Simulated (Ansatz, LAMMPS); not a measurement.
# Binding across the interface in amorphous film on crystalline C with 5 % Si on C sites, (100) (216 atoms), part 2 of 3

How much energy holds the two parts of amorphous film on crystalline C with 5 % Si on C sites, (100) (216 atoms) together, and how does it fall off with distance?

Ansatz 0.2.0; Kohn-Sham DFT, PBE, PAW (set soft_2), plane waves.

The cell: 205 C and 11 Si. The starting topology of bonds comes from the classical model. The main run has no spin polarisation. The Brillouin zone is sampled at Γ only, in a cell whose shortest periodic width is 11 Å.

So far. Step 2 (Single point at the start): The r.m.s. force at the start is 1.1 eV/Å. Step 3 (Relaxation): The relaxation converged after 27 steps, 34.1 eV below its start, with a largest force component of 0.043 eV/Å.

### Step 4. Single point at the relaxed geometry

One more single point at the end of the walk gives the fuller output and checks the residual forces.

The input, input.yaml:

```yaml
crystal:
  lattice:
    - [10.698, 0.0, 0.0]
    - [0.0, 10.698, 0.0]
    - [0.0, 0.0, 22.98329]
  atoms:
    - { symbol: C, position: [0.01475, 0.14431, 0.94453] }
    - { symbol: C, position: [0.07767, 0.26895, 0.96724] }
    - { symbol: C, position: [0.99068, 0.36143, 0.00221] }
    - { symbol: C, position: [0.07367, 0.44004, 0.04466] }
    - { symbol: C, position: [0.17348, 0.19142, 0.00652] }
    - { symbol: C, position: [0.24588, 0.27144, 0.04699] }
    [... 204 atom lines left out ...]
    - { symbol: C, position: [0.43881, 0.92765, 0.11587] }
    - { symbol: C, position: [0.74486, 0.28825, 0.17753] }
    - { symbol: C, position: [0.22024, 0.37236, 0.40615] }
    - { symbol: C, position: [0.3065, 0.89635, 0.19611] }
    - { symbol: C, position: [0.20383, 0.47007, 0.30071] }
    - { symbol: C, position: [0.99606, 0.92043, 0.42997] }
kpoints:
  mp_grid: { grid: [1, 1, 1] }
hamiltonian:
  xc: pbe
scf:
  occupations: { method: fermi_dirac, width: 0.05 }
output:
  forces: true
  populations: true
  dos:
    method: { smearing: { sigma: 0.08 } }
    de: 0.1
    projected:
      site_lists:
        C: [C]
        Si: [Si]
        crystal: [0, 1, 2, 3, 4, 5, 6, 7, 8, 9, 10, 11, 12, 13, 14, 15, 16, 17, 18, 19, 20, 21, 22, 23, 24, 25, 26, 27, 28, 29, 30, 31, 32, 33, 34, 35, 36, 37, 38, 39, 40, 41, 42, 43, 44, 45, 46, 47, 48, 49, 50, 51, 52, 53, 54, 55, 56, 57, 58, 59, 60, 61, 62, 63, 64, 65, 66, 67, 68, 69, 70, 71]
  eigenvalues: true
  write_density: true
  write_potential: true
  volumetric_format: npy
```

Started as:

```
$ ansatz run input.yaml --threads 4 --pin off --max-ram 8192MiB --backend cpu --events-out ev --progress --plain --runs-dir out
```

Numbers of over 12 decimals in the logs are rounded to 6 here.

The log of the run:

```text
[...]
Crystal: 216 atoms, lattice volume = 2630.373 Å³
Basis set: ecut = 420 eV, 51353 PW (Γ), exchange–correlation on 144×144×320 points (8 copies of the dense FFT grid, shifted against one another)
Bands: 648, of which v1, the nominal top of the filled ones, is band 432 counted from 1 (431 counted from 0)
Symmetry: 1 space group operations
[...]
k-points: 1
[...]
SCF iter   1: F=—  HF=-58287.392079 eV  |F-HF|=—  |Δ(HF+E_count)|=         —  Δρ=1.50e-2  dr2=2.34e1  ethr=1.77e-3  ⟨swp⟩=8.0  Hψ=3702  notcnv=0  defer=161
[...]
SCF iter  15: F=-58285.063741 eV  HF=-58285.063741 eV  |F-HF|=4.16e-8  |Δ(HF+E_count)|=   3.90e-8  Δρ=1.14e-6  dr2=6.82e-8  ethr=1.16e-11  ⟨swp⟩=34.0  Hψ=7566  notcnv=0
SCF 1 converged in 15 iterations: F = -58285.063741 eV  dr2 = 6.82e-8
[...]
WARN: The output density's exchange-correlation potential varies sharply where the density is thin. Do not read a vacuum level from v_tot or v_xc, or from such a field of the output density. On a cell that repeats whose density bears no net charge and no dipole along the vacuum's axis use v_es (v_loc + v_h of the components); [...]
SCF converged after 15 iterations
Free energy (F): -58285.063741 eV
[...]
Internal energy: -58284.872356 eV  (E = F + TS)
E sigma→0 (E₀):  -58284.968048 eV
Entropy (-TS):   -0.191385 eV (-0.886 meV/atom)
Fermi energy:    4.186319 eV
[...]
--- Forces (eV/Å), atoms counted from 1 ---
  atom   1  C      0.00296770     0.00415069    -0.00653127
  atom   2  C      0.00061304     0.00046948     0.00605464
  atom   3  C      0.00314403     0.00164333    -0.00601922
  atom   4  C     -0.00131462     0.00307145     0.00303346
  atom   5  C      0.00955707     0.00248458    -0.00086917
  atom   6  C      0.00042206     0.00043823    -0.00387041
  atom   7  C     -0.00656828    -0.00775530    -0.00327738
  atom   8  C      0.00213112     0.00226885    -0.00966612
  atom   9  C      0.00091939     0.00183885    -0.00639525
  atom  10  C      0.00140340    -0.00815271    -0.00096832
  atom  11  C     -0.00328605    -0.00092225     0.00329501
  atom  12  C      0.00250890     0.00323522    -0.00149453
  atom  13  C     -0.00274509     0.00089124    -0.00384309
  atom  14  C     -0.00207970     0.00064132     0.00181691
[...]
atom 215  C     -0.00427041     0.00398598    -0.00289130
  atom 216  C     -0.00902734     0.00049943     0.00154238
  max |Σ_I F_I| component: 1.50e-4 eV/Å
--- Band table (eV) ---
[...]
--- Löwdin populations: 216 sites ---
  site symbol       q [e]
     0      C      4.1578
     1      C      3.9727
     2      C      3.9820
[...]
215      C      3.9695
  spilling = 0.006643 (of n_electrons = 864.000000)
```

The job ended after 69 s (4 threads of Intel Xeon Platinum 8488C (Sapphire Rapids), shared host; peak memory 4.1 GiB).

The program notes that the exchange-correlation potential is rough where the density is thin.

Read from the output:

```
free energy                             : -58285.0637 eV
free energy per atom                    : -269.8383 eV/atom
SCF cycles                              : 15
r.m.s. force component                  : 0.00762 eV/Å
longest force                           : 0.05269 eV/Å
Fermi energy                            : 4.186 eV
levels partly filled by over 2 per cent : 6
spilling of the projection              : 0.006643
```

Löwdin charges by element (they lack the spilled electrons, 0.027 e an atom on average):

```
element  coordination  atoms  mean charge (e)  spread   least    most
      C           all    205          -0.0204   0.102  -0.504  0.0959
     Si           all     11            0.902   0.194   0.503    1.10
```

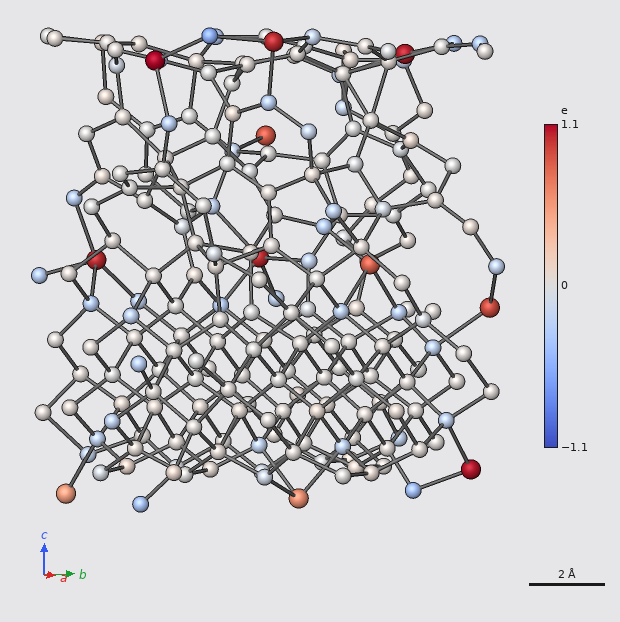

Atoms coloured by Löwdin charge. Bonds to atoms that aren't drawn are left out. Some periodic images of atoms are drawn too.

By region:

```
   region  atoms  mean length of the force (eV/Å)
  crystal     72                            0.009
amorphous    144                            0.011
```

Density of states as counts of states in windows of 1 eV (from the Fermi level), total and the larger projections:

```
from (eV)  to (eV)  total   C p  crystal  C s  Si p
      -10       -9   41.2  31.5     11.9  7.8   0.5
       -9       -8   55.5  45.8     18.8  7.4   0.7
       -8       -7   66.3  56.4     22.3  7.2   1.1
       -7       -6   64.9  57.0     19.3  5.1   1.2
       -6       -5   78.6  71.3     28.0  4.5   1.7
       -5       -4   70.8  64.1     24.0  3.2   2.6
       -4       -3   57.5  51.0     15.9  2.6   3.3
       -3       -2   45.1  39.7     13.2  1.8   3.1
       -2       -1   32.8  28.9     11.2  1.5   1.7
       -1        0   30.2  24.8     13.9  2.0   2.2
        0        1   24.2  20.6      9.6  1.4   1.4
        1        2   28.8  23.3      8.5  2.4   1.6
        2        3   23.9  17.1      3.5  2.3   2.3
        3        4   32.9  21.6      3.3  4.7   3.3
        4        5   39.2  19.7     10.7  7.1   6.1
```

The curve was stored every 0.100 eV, coarse against its broadening of 0.08 eV, so these counts are rough.

Between -22 and -10 eV lie 321 more states.

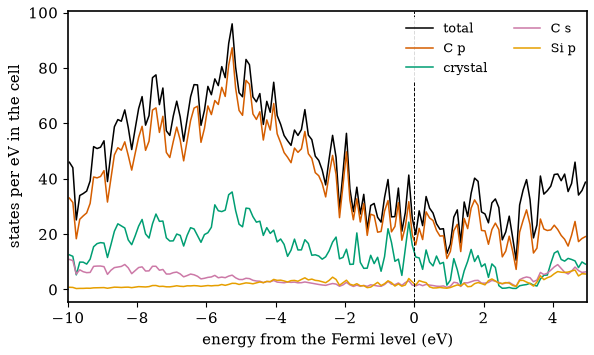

Total and projected density of states, with the broadening of the input.

The levels nearest the highest filled one (over half full), pooled over k-points and spins:

```
level less the highest filled one (eV)  occupation
                                -0.333        2.00
                                -0.188        1.99
                                -0.122        1.97
                               -0.0914        1.94
                                -0.039        1.83
                                     0        1.66
                                 0.144        0.43
                                  0.21       0.137
                                 0.269       0.045
                                 0.387       0.004
                                 0.427       0.002
                                 0.479       0.001
```

Planar average of the electrostatic potential energy along the normal, with the Fermi level as zero, after a running mean with a triangular window 4 Å wide at its base:

```
height (Å)  potential energy (eV)
       0.0                 -11.66
       0.9                 -11.59
       1.9                 -11.06
       2.7                 -10.14
       3.6                  -9.06
       4.6                  -8.31
       5.5                  -8.03
       6.5                  -7.49
       7.3                  -6.58
       8.2                  -6.74
       9.2                  -7.99
      10.1                  -6.53
      10.9                  -1.61
      11.9                   3.35
      12.8                   4.64
      13.6                   4.87
      14.7                   5.02
      15.5                   5.15
      16.4                   5.27
      17.4                   5.40
      18.2                   5.40
      19.2                   4.32
      20.1                   0.81
      21.0                  -4.70
      22.0                 -10.02
      22.8                 -11.57
```

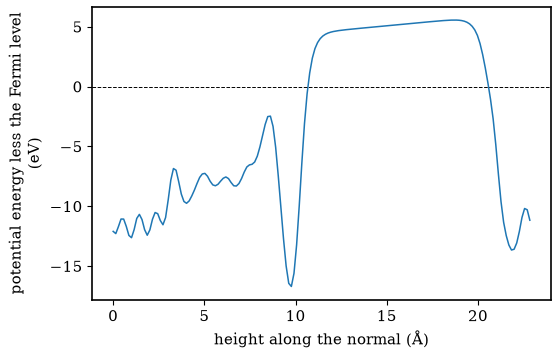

Planar average of the electrostatic potential energy; the dashed line is the Fermi level.

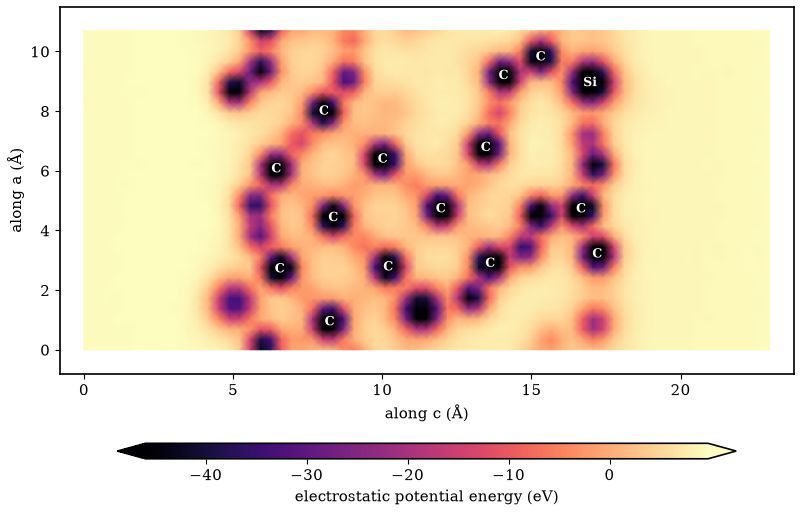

Electrostatic potential energy in the ca plane at fractional y = 0.108, with atoms of C and Si within 0.2 Å of it. With pseudopotentials it is smooth inside the atoms' cores, unlike the true potential.

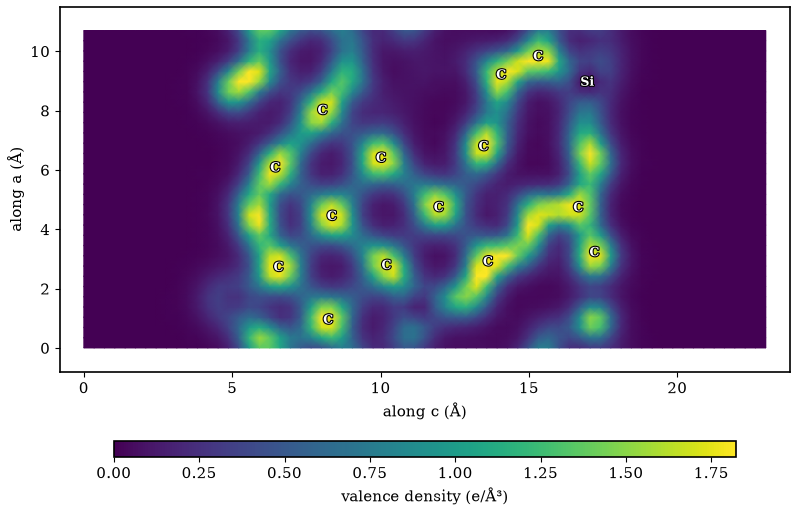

Valence density in the ca plane at fractional y = 0.108, with atoms of C and Si within 0.2 Å of it. It is the smooth field of the valence electrons, not physical close to the nuclei.

Counting bands leaves a spacing of only 0.14 eV (at Γ alone), which the smearing bridges: 6 levels are partly filled by over 2 %, so a gap, if any, is small at this level. Mean Löwdin charges: C -0.02, Si +0.90 e (they miss 0.66 % of the electrons, so they add up to more than the cell's charge). Within 0.4 eV of the Fermi level the largest share is C p (81 % of the projected weight). The potential slopes across the vacuum by 0.14 eV/Å: the slab bears a dipole, and with periodic images along the normal there is no flat vacuum level to read.

### Step 5. The lower part alone

The lower part (crystal) is solved alone, atoms held, in the same cell.

The input, input.yaml:

```yaml
crystal:
  lattice:
    - [10.698, 0.0, 0.0]
    - [0.0, 10.698, 0.0]
    - [0.0, 0.0, 22.98329]
  atoms:
    - { symbol: C, position: [0.01475, 0.14431, 0.94453] }
    - { symbol: C, position: [0.07767, 0.26895, 0.96724] }
    - { symbol: C, position: [0.99068, 0.36143, 0.00221] }
    - { symbol: C, position: [0.07367, 0.44004, 0.04466] }
    - { symbol: C, position: [0.17348, 0.19142, 0.00652] }
    - { symbol: C, position: [0.24588, 0.27144, 0.04699] }
    [... 60 atom lines left out ...]
    - { symbol: C, position: [0.6565, 0.04333, 0.99607] }
    - { symbol: C, position: [0.74717, 0.12644, 0.03185] }
    - { symbol: C, position: [0.83628, 0.86105, 0.99658] }
    - { symbol: C, position: [0.9159, 0.95687, 0.03121] }
    - { symbol: C, position: [0.81648, 0.07592, 0.90223] }
    - { symbol: C, position: [0.88014, 0.14556, 0.93999] }
kpoints:
  mp_grid: { grid: [1, 1, 1] }
hamiltonian:
  xc: pbe
scf:
  occupations: { method: fermi_dirac, width: 0.05 }
output:
  forces: true
  eigenvalues: true
  write_density: true
  write_potential: true
  volumetric_format: npy
```

The log of the run:

```text
[...]
Crystal: 72 atoms, lattice volume = 2630.373 Å³
Basis set: ecut = 420 eV, 51353 PW (Γ), exchange–correlation on 144×144×320 points (8 copies of the dense FFT grid, shifted against one another)
Bands: 216, of which v1, the nominal top of the filled ones, is band 144 counted from 1 (143 counted from 0)
Symmetry: 1 space group operations
[...]
k-points: 1
[...]
SCF iter   1: F=—  HF=-19111.703092 eV  |F-HF|=—  |Δ(HF+E_count)|=         —  Δρ=1.14e-2  dr2=1.11e1  ethr=1.77e-3  ⟨swp⟩=8.0  Hψ=1196  notcnv=0  defer=42
[...]
SCF iter  11: F=—  HF=-19110.815432 eV  |F-HF|=—  |Δ(HF+E_count)|=   1.61e-6  Δρ=1.88e-6  dr2=1.74e-7  ethr=4.29e-10  ⟨swp⟩=2.0  Hψ=197  notcnv=0  defer=53
SCF iter  12: F=-19110.815433 eV  HF=-19110.815433 eV  |F-HF|=2.42e-7  |Δ(HF+E_count)|=   6.22e-7  Δρ=7.64e-7  dr2=2.84e-8  ethr=3.47e-11  ⟨swp⟩=42.0  Hψ=2780  notcnv=0
SCF 1 converged in 12 iterations: F = -19110.815433 eV  dr2 = 2.84e-8
[...]
SCF converged after 12 iterations
Free energy (F): -19110.815433 eV
[...]
Internal energy: -19110.564474 eV  (E = F + TS)
E sigma→0 (E₀):  -19110.689953 eV
Entropy (-TS):   -0.250959 eV (-3.486 meV/atom)
Fermi energy:    -3.188800 eV
[...]
Σ components = -19110.815433   (vs F -19110.815433, Δ=0.00e0)
--- Forces (eV/Å), atoms counted from 1 ---
  atom   1  C     -0.13774926     0.32272425     0.17367324
  atom   2  C      0.16761950    -0.39828722    -0.61565294
  atom   3  C     -0.12716834     0.14949447     1.94111704
  atom   4  C     -0.07163186    -0.08887197    -3.26906217
[...]
atom  72  C      0.05021693    -0.53006383    -1.02101533
  max |Σ_I F_I| component: 3.27e-5 eV/Å
--- Band table (eV) ---
[...]
```

The job ended after 16 s (4 threads; peak memory 2.1 GiB; 58 s of CPU time).

### Step 6. The upper part alone

The upper part (amorphous) is solved alone in the same way.

input.yaml, the sections that differ from step 5:

```yaml
crystal:
  lattice:
    - [10.698, 0.0, 0.0]
    - [0.0, 10.698, 0.0]
    - [0.0, 0.0, 22.98329]
  atoms:
    - { symbol: C, position: [0.97512, 0.17938, 0.07186] }
    - { symbol: C, position: [0.90935, 0.2145, 0.25152] }
    - { symbol: C, position: [0.61279, 0.93783, 0.43188] }
    - { symbol: C, position: [0.2158, 0.22483, 0.42707] }
    - { symbol: C, position: [0.29954, 0.12206, 0.43055] }
    - { symbol: Si, position: [0.93905, 0.38842, 0.44271] }
    [... 132 atom lines left out ...]
    - { symbol: C, position: [0.43881, 0.92765, 0.11587] }
    - { symbol: C, position: [0.74486, 0.28825, 0.17753] }
    - { symbol: C, position: [0.22024, 0.37236, 0.40615] }
    - { symbol: C, position: [0.3065, 0.89635, 0.19611] }
    - { symbol: C, position: [0.20383, 0.47007, 0.30071] }
    - { symbol: C, position: [0.99606, 0.92043, 0.42997] }
# kpoints, hamiltonian, scf, output: as in step 5
```

The log of the run:

```text
[...]
Crystal: 144 atoms, lattice volume = 2630.373 Å³
Basis set: ecut = 420 eV, 51353 PW (Γ), exchange–correlation on 144×144×320 points (8 copies of the dense FFT grid, shifted against one another)
Bands: 432, of which v1, the nominal top of the filled ones, is band 288 counted from 1 (287 counted from 0)
Symmetry: 1 space group operations
[...]
k-points: 1
[...]
SCF iter   1: F=—  HF=-39066.905340 eV  |F-HF|=—  |Δ(HF+E_count)|=         —  Δρ=1.16e-2  dr2=2.87e1  ethr=1.77e-3  ⟨swp⟩=8.0  Hψ=2392  notcnv=0  defer=84
[...]
SCF iter  11: F=—  HF=-39065.462518 eV  |F-HF|=—  |Δ(HF+E_count)|=   3.92e-6  Δρ=3.85e-6  dr2=5.94e-7  ethr=5.55e-10  ⟨swp⟩=3.0  Hψ=500  notcnv=0  defer=121
SCF iter  12: F=-39065.462519 eV  HF=-39065.462519 eV  |F-HF|=4.02e-7  |Δ(HF+E_count)|=   1.17e-6  Δρ=1.35e-6  dr2=6.18e-8  ethr=1.74e-11  ⟨swp⟩=35.0  Hψ=5414  notcnv=0
SCF 1 converged in 12 iterations: F = -39065.462519 eV  dr2 = 6.18e-8
[...]
SCF converged after 12 iterations
Free energy (F): -39065.462519 eV
[...]
Internal energy: -39065.256365 eV  (E = F + TS)
E sigma→0 (E₀):  -39065.359442 eV
Entropy (-TS):   -0.206154 eV (-1.432 meV/atom)
Fermi energy:    0.644480 eV
[...]
Σ components = -39065.462519   (vs F -39065.462519, Δ=0.00e0)
--- Forces (eV/Å), atoms counted from 1 ---
  atom   1  C     -3.15644863    -1.33703955     2.15620964
  atom   2  C     -0.04832301    -0.20083240     0.14877162
  atom   3  C     -0.03953614     0.00061709     0.01176327
  atom   4  C     -0.00661412    -0.00823485    -0.00243756
[...]
atom 144  C      0.07772020     0.04755231     0.00778736
  max |Σ_I F_I| component: 1.08e-4 eV/Å
--- Band table (eV) ---
[...]
```

It took 36 s on 4 threads; peak memory 3.2 GiB; 2.3 min of CPU time.

The whole (-58285.064 eV) less the lower (-19110.815 eV) and the upper part (-39065.463 eV) leaves -108.786 eV.

(Part 2 of 3 ends here.)

[Logs are printed without paths, hosts, clocks, repeated set-up lines and the standing remarks that a program may print on its own settings, such as how far it seeks lower states.]

[Hosts, paths, dates, database ids (printed as entryN), source tags and the programs' standing remarks are cut or masked in the printed files.]
